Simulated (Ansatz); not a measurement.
## Nudged elastic band, with input and output: AlNH5ClO2 (part 1 of 2)

AlNH5ClO2, computed with RKS PBE-D4/cc-pVDZ (Ansatz 0.2.0).

It belongs to a series of runs on one base structure; here: band between the two ends. Figures and captions count atoms from 1; the log counts them from 0 in places.

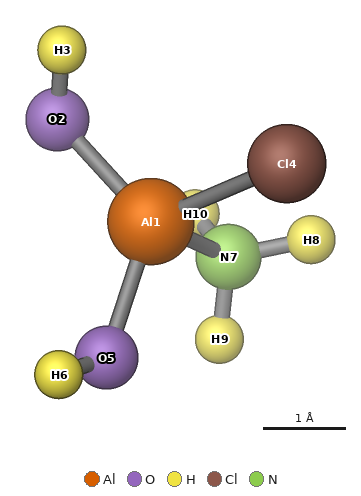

Figure 1. The structure as given in the input (ball-and-stick view, seen at a tilt; atoms are numbered from 1 in the order of the input). Sticks mark near contacts.

**Input file**
```yaml
crystal:
  periodic: [false, false, false]
  atoms:
    - { symbol: Al, position_ang: [-0.128894, 0.100883, 0.428104] }
    - { symbol: O, position_ang: [-0.471865, -0.530085, 2.034589] }
    - { symbol: H, position_ang: [0.042422, -1.309188, 2.310247] }
    - { symbol: Cl, position_ang: [1.713318, -0.644644, -0.478114] }
    - { symbol: O, position_ang: [-1.448069, 0.563678, -0.638672] }
    - { symbol: H, position_ang: [-2.014408, -0.133938, -1.01042] }
    - { symbol: "N", position_ang: [0.361438, 2.040172, 0.825144] }
    - { symbol: H, position_ang: [1.3302, 2.264715, 0.556314] }
    - { symbol: H, position_ang: [-0.269652, 2.655805, 0.290067] }
    - { symbol: H, position_ang: [0.251009, 2.260603, 1.825542] }
basis:
  gaussian: { orbitals: cc-pVDZ }
hamiltonian:
  xc: pbe
  dispersion: d4
neb:
  order_check: false
  images: 9
  f_tol: 0.05
  max_iterations: 60
  final_atoms:
    - { symbol: Al, position_ang: [0.07866294, 0.39516509, 0.06966307] }
    - { symbol: O, position_ang: [0.08825316, -0.09458576, 2.02964839] }
    - { symbol: H, position_ang: [-0.81902309, -0.32374079, 2.32340689] }
    - { symbol: Cl, position_ang: [1.65840517, -0.69679517, -0.90426469] }
    - { symbol: O, position_ang: [-1.60306148, 0.12618892, -0.34441218] }
    - { symbol: H, position_ang: [-1.80296886, -0.48538825, -1.07411737] }
    - { symbol: "N", position_ang: [0.43872534, 2.09274682, 0.76432644] }
    - { symbol: H, position_ang: [1.37956955, 2.48536904, 0.63496276] }
    - { symbol: H, position_ang: [-0.22771764, 2.83871956, 0.5251482] }
    - { symbol: H, position_ang: [0.1746539, 0.93032154, 2.1184395] }
  initial_path:
    images:
      - { positions_ang: [[-0.128894, 0.100883, 0.428104], [-0.471865, -0.530085, 2.034589], [0.042422, -1.309188, 2.310247], [1.713318, -0.644644, -0.478114], [-1.448069, 0.563678, -0.638672], [-2.014408, -0.133938, -1.01042], [0.361438, 2.040172, 0.825144], [1.3302, 2.264715, 0.556314], [-0.269652, 2.655805, 0.290067], [0.251009, 2.260603, 1.825542]] }
      - { positions_ang: [[-0.11366676, 0.08401323, 0.33805811], [-0.37450779, -0.43346518, 2.04884145], [-0.14512114, -1.10683425, 2.34114662], [1.73866022, -0.52300561, -0.62248442], [-1.48248604, 0.47332456, -0.68299254], [-2.04373645, -0.25055538, -0.94015946], [0.39632293, 2.03702824, 0.80406636], [1.33163342, 2.23610613, 0.72635925], [-0.21265707, 2.70181608, 0.30950724], [0.27105768, 2.0495732, 1.8204584]] }
      - { positions_ang: [[-0.09843953, 0.06714346, 0.24801222], [-0.27715057, -0.33684537, 2.06309389], [-0.33266429, -0.90448051, 2.37204624], [1.76400244, -0.40136723, -0.76685484], [-1.51690308, 0.38297111, -0.72731308], [-2.07306491, -0.36717277, -0.86989893], [0.43120786, 2.03388448, 0.78298871], [1.33306684, 2.20749725, 0.8964045], [-0.15566214, 2.74782715, 0.32894749], [0.29110637, 1.83854341, 1.81537479]] }
      - { positions_ang: [[-0.08321229, 0.0502737, 0.15796633], [-0.17979336, -0.24022555, 2.07734634], [-0.52020743, -0.70212676, 2.40294586], [1.78934466, -0.27972884, -0.91122525], [-1.55132012, 0.29261767, -0.77163361], [-2.10239336, -0.48379015, -0.79963839], [0.46609279, 2.03074071, 0.76191107], [1.33450027, 2.17888838, 1.06644975], [-0.09866721, 2.79383823, 0.34838773], [0.31115505, 1.62751361, 1.81029119]] }
      - { positions_ang: [[-0.06798506, 0.03340393, 0.06792043], [-0.08243615, -0.14360573, 2.09159878], [-0.70775057, -0.49977301, 2.43384547], [1.81468688, -0.15809045, -1.05559567], [-1.58573716, 0.20226423, -0.81595415], [-2.13172181, -0.60040753, -0.72937786], [0.50097772, 2.02759695, 0.74083343], [1.33593369, 2.1502795, 1.236495], [-0.04167228, 2.8398493, 0.36782798], [0.33120374, 1.41648381, 1.80520758]] }
      - { positions_ang: [[-0.05275782, 0.01653416, -0.02212546], [0.01492107, -0.04698591, 2.10585123], [-0.89529371, -0.29741926, 2.46474509], [1.8400291, -0.03645206, -1.19996609], [-1.6201542, 0.11191078, -0.86027469], [-2.16105026, -0.71702492, -0.65911732], [0.53586265, 2.02445319, 0.71975579], [1.33736711, 2.12167063, 1.40654025], [0.01532265, 2.88586038, 0.38726822], [0.35125242, 1.20545401, 1.80012398]] }
      - { positions_ang: [[-0.02647367, 0.09226035, -0.00376775], [0.02958749, -0.05650588, 2.09061066], [-0.88003959, -0.30268357, 2.43647745], [1.80370432, -0.16852068, -1.14082581], [-1.61673566, 0.11476641, -0.75710219], [-2.08943398, -0.67069758, -0.74211733], [0.51643518, 2.03811192, 0.72866992], [1.3458076, 2.19441031, 1.25222475], [-0.0332854, 2.87643221, 0.41484422], [0.31593272, 1.15042752, 1.86378708]] }
      - { positions_ang: [[-0.00018952, 0.16798653, 0.01458995], [0.0442539, -0.06602585, 2.07537009], [-0.86478546, -0.30794787, 2.40820981], [1.76737953, -0.30058931, -1.08168553], [-1.61331711, 0.11762204, -0.65392969], [-2.0178177, -0.62437025, -0.82511734], [0.49700772, 2.05177064, 0.73758405], [1.35424809, 2.26714999, 1.09790925], [-0.08189346, 2.86700405, 0.44242021], [0.28061301, 1.09540102, 1.92745019]] }
      - { positions_ang: [[0.02609464, 0.24371272, 0.03294766], [0.05892032, -0.07554582, 2.06012952], [-0.84953134, -0.31321218, 2.37994217], [1.73105474, -0.43265793, -1.02254525], [-1.60989857, 0.12047767, -0.55075719], [-1.94620142, -0.57804292, -0.90811735], [0.47758026, 2.06542937, 0.74649818], [1.36268858, 2.33988968, 0.94359376], [-0.13050152, 2.85757589, 0.46999621], [0.24529331, 1.04037453, 1.99111329]] }
      - { positions_ang: [[0.05237879, 0.3194389, 0.05130537], [0.07358674, -0.08506579, 2.04488896], [-0.83427721, -0.31847648, 2.35167453], [1.69472996, -0.56472655, -0.96340497], [-1.60648002, 0.1233333, -0.44758468], [-1.87458514, -0.53171558, -0.99111736], [0.4581528, 2.07908809, 0.75541231], [1.37112906, 2.41262936, 0.78927826], [-0.17910958, 2.84814772, 0.49757221], [0.2099736, 0.98534803, 2.05477639]] }
      - { positions_ang: [[0.07866294, 0.39516509, 0.06966307], [0.08825316, -0.09458576, 2.02964839], [-0.81902309, -0.32374079, 2.32340689], [1.65840517, -0.69679517, -0.90426469], [-1.60306148, 0.12618892, -0.34441218], [-1.80296886, -0.48538825, -1.07411737], [0.43872534, 2.09274682, 0.76432644], [1.37956955, 2.48536904, 0.63496276], [-0.22771764, 2.83871956, 0.5251482], [0.1746539, 0.93032154, 2.1184395]] }
```

Launched with:
```bash
ansatz run input.yaml --threads 2 --pin off --max-ram 3072MiB --backend cpu --events-out ev --progress --plain --runs-dir out
```

**What the program printed**
```
Engine: ansatz 0.2.0, x86_64-unknown-linux-gnu
Functional definition: PBE
  parameter kappa = 0.804
  parameter beta = 0.06672455060314922
  exchange = pbe_x(kappa = kappa, mu = beta*pi^2/3)
  correlation = pbe_c(beta = beta)
1275 factors; their error is unknown
mean field evaluation 1: about -24760.0743 eV, gradient 9.5e1 eV
mean field evaluation 2: about -24687.6689 eV, gradient 2.0e2 eV
mean field evaluation 4: about -24775.8191 eV, gradient 1.6e1 eV
mean field evaluation 8: about -24776.2962 eV, gradient 1.6e-1 eV
mean field evaluation 16: about -24776.2243 eV, gradient 1.7e-4 eV
mean field -24776.22432416 eV, -910.5094499848 hartree, gradient 4.7e-5 eV, S^2 0.000000; 0 other end points of the search recorded, 0 dependent functions left out
the calculation of the forces begins
reference -24776.22436904 eV, -910.5094516342 hartree; 29, 29 occupied and 74, 74 virtual orbitals, 1275 factors
1275 factors; their error is unknown
mean field evaluation 32: about -24775.3821 eV, gradient 1.3e-3 eV
mean field -24775.38212232 eV, -910.4784996381 hartree, gradient 6.0e-5 eV, S^2 0.000000; 0 other end points of the search recorded, 0 dependent functions left out
[... from here on the field's lines of each further geometry are left out, up to the last ...]
NEB iter   1: max|band force component| = 5.228e1 eV/Å  barrier→ = 7.1214 eV  barrier← = 6.2779 eV  Δτ_max = 0.2000 Å  (302 SCF iters)
NEB iter   2: max|band force component| = 2.681e1 eV/Å  barrier→ = 3.2318 eV  barrier← = 2.3883 eV  Δτ_max = 0.2000 Å  (311 SCF iters)
NEB iter   3: max|band force component| = 1.057e1 eV/Å  barrier→ = 1.2399 eV  barrier← = 0.3964 eV  Δτ_max = 0.1992 Å  (283 SCF iters)
NEB iter   4: max|band force component| = 4.108e0 eV/Å  barrier→ = 1.1037 eV  barrier← = 0.2602 eV  Δτ_max = 0.1979 Å  (285 SCF iters)
NEB iter   5: max|band force component| = 1.617e0 eV/Å  barrier→ = 1.0122 eV  barrier← = 0.1687 eV  Δτ_max = 0.1996 Å  (267 SCF iters)
NEB iter   6: max|band force component| = 1.104e0 eV/Å  barrier→ = 0.9552 eV  barrier← = 0.1117 eV  Δτ_max = 0.1877 Å  (262 SCF iters)
NEB iter   7: max|band force component| = 8.619e-1 eV/Å  barrier→ = 0.9399 eV  barrier← = 0.0964 eV  Δτ_max = 0.2000 Å  (273 SCF iters)
NEB iter   8: max|band force component| = 9.693e-1 eV/Å  barrier→ = 0.9355 eV  barrier← = 0.0920 eV  Δτ_max = 0.1001 Å  (276 SCF iters)
NEB iter   9: max|band force component| = 5.501e-1 eV/Å  barrier→ = 0.9241 eV  barrier← = 0.0806 eV  Δτ_max = 0.0999 Å  (263 SCF iters)
NEB iter  10: max|band force component| = 6.459e-1 eV/Å  barrier→ = 0.8697 eV  barrier← = 0.0262 eV  Δτ_max = 0.0502 Å  (257 SCF iters)
NEB iter  11: max|band force component| = 4.169e-1 eV/Å  barrier→ = 0.8676 eV  barrier← = 0.0241 eV  CI = image 9  Δτ_max = 0.0502 Å  (261 SCF iters)
NEB iter  12: max|band force component| = 3.714e-1 eV/Å  barrier→ = 0.8634 eV  barrier← = 0.0199 eV  CI = image 9  Δτ_max = 0.0502 Å  (256 SCF iters)
NEB iter  13: max|band force component| = 3.730e-1 eV/Å  barrier→ = 0.8610 eV  barrier← = 0.0175 eV  CI = image 9  Δτ_max = 0.0503 Å  (257 SCF iters)
NEB iter  14: max|band force component| = 2.648e-1 eV/Å  barrier→ = 0.8603 eV  barrier← = 0.0168 eV  CI = image 9  Δτ_max = 0.0501 Å  (259 SCF iters)
NEB iter  15: max|band force component| = 1.719e-1 eV/Å  barrier→ = 0.8600 eV  barrier← = 0.0165 eV  CI = image 9  Δτ_max = 0.1002 Å  (257 SCF iters)
NEB iter  16: max|band force component| = 1.770e-1 eV/Å  barrier→ = 0.8600 eV  barrier← = 0.0165 eV  CI = image 9  Δτ_max = 0.1003 Å  (259 SCF iters)
NEB iter  17: max|band force component| = 1.768e-1 eV/Å  barrier→ = 0.8599 eV  barrier← = 0.0164 eV  CI = image 9  Δτ_max = 0.1001 Å  (256 SCF iters)
NEB iter  18: max|band force component| = 1.159e-1 eV/Å  barrier→ = 0.8599 eV  barrier← = 0.0164 eV  CI = image 9  Δτ_max = 0.0990 Å  (260 SCF iters)
NEB iter  19: max|band force component| = 1.803e-1 eV/Å  barrier→ = 0.8599 eV  barrier← = 0.0163 eV  CI = image 9  Δτ_max = 0.0498 Å  (263 SCF iters)
NEB iter  20: max|band force component| = 1.192e-1 eV/Å  barrier→ = 0.8598 eV  barrier← = 0.0163 eV  CI = image 9  Δτ_max = 0.0502 Å  (247 SCF iters)
NEB iter  21: max|band force component| = 5.363e-2 eV/Å  barrier→ = 0.8598 eV  barrier← = 0.0163 eV  CI = image 9  Δτ_max = 0.0990 Å  (255 SCF iters)
NEB iter  22: max|band force component| = 9.081e-2 eV/Å  barrier→ = 0.8598 eV  barrier← = 0.0163 eV  CI = image 9  Δτ_max = 0.0493 Å  (250 SCF iters)
NEB iter  23: max|band force component| = 2.064e-1 eV/Å  barrier→ = 0.8598 eV  barrier← = 0.0163 eV  CI = image 9  Δτ_max = 0.0253 Å  (255 SCF iters)
NEB iter  24: max|band force component| = 3.577e-1 eV/Å  barrier→ = 0.8598 eV  barrier← = 0.0163 eV  CI = image 9  Δτ_max = 0.0125 Å  (249 SCF iters)
NEB iter  25: max|band force component| = 6.938e-2 eV/Å  barrier→ = 0.8598 eV  barrier← = 0.0163 eV  CI = image 9  Δτ_max = 0.0248 Å  (237 SCF iters)
NEB iter  26: max|band force component| = 5.079e-2 eV/Å  barrier→ = 0.8598 eV  barrier← = 0.0163 eV  CI = image 9  Δτ_max = 0.0502 Å  (242 SCF iters)
NEB iter  27: max|band force component| = 7.604e-2 eV/Å  barrier→ = 0.8598 eV  barrier← = 0.0163 eV  CI = image 9  Δτ_max = 0.0087 Å  (249 SCF iters)
the calculation of the forces begins
reference -24775.61256372 eV, -910.4869682033 hartree; 29, 29 occupied and 74, 74 virtual orbitals, 1275 factors
1275 factors; their error is unknown
mean field -24775.36565007 eV, -910.4778942940 hartree, gradient 1.5e-5 eV, S^2 0.000000; 1 other end points of the search recorded, 0 dependent functions left out
the calculation of the forces begins
reference -24775.36569408 eV, -910.4778959115 hartree; 29, 29 occupied and 74, 74 virtual orbitals, 1275 factors
NEB iter  28: max|band force component| = 4.499e-2 eV/Å  barrier→ = 0.8598 eV  barrier← = 0.0163 eV  CI = image 9  Δτ_max = 0.0000 Å  (471 SCF iters)
```
